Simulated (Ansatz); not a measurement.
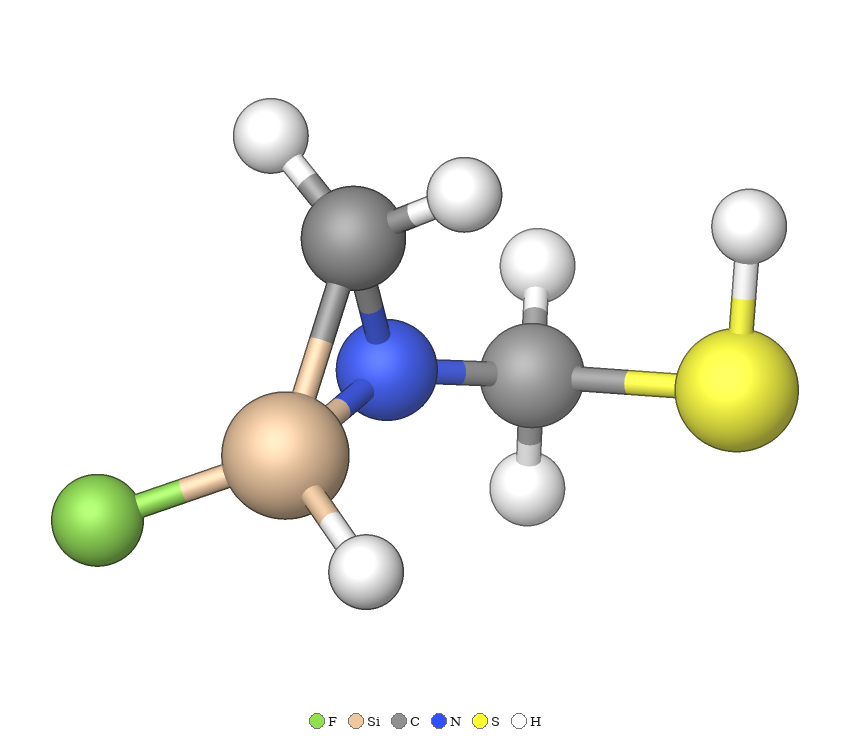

The geometry was computed by an optimisation with PBE0-D4/def2-TZVP. No frequency run is at hand to confirm it as a minimum.

Give the structural formula.

SMILES: F[Si@@H]1CN1CS

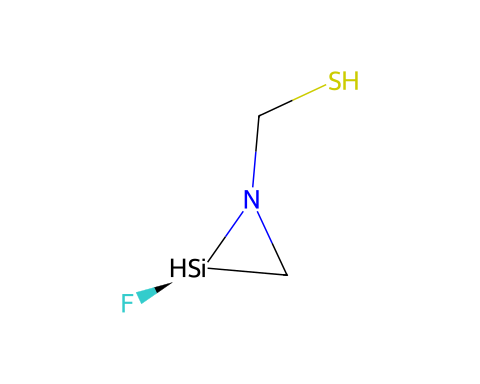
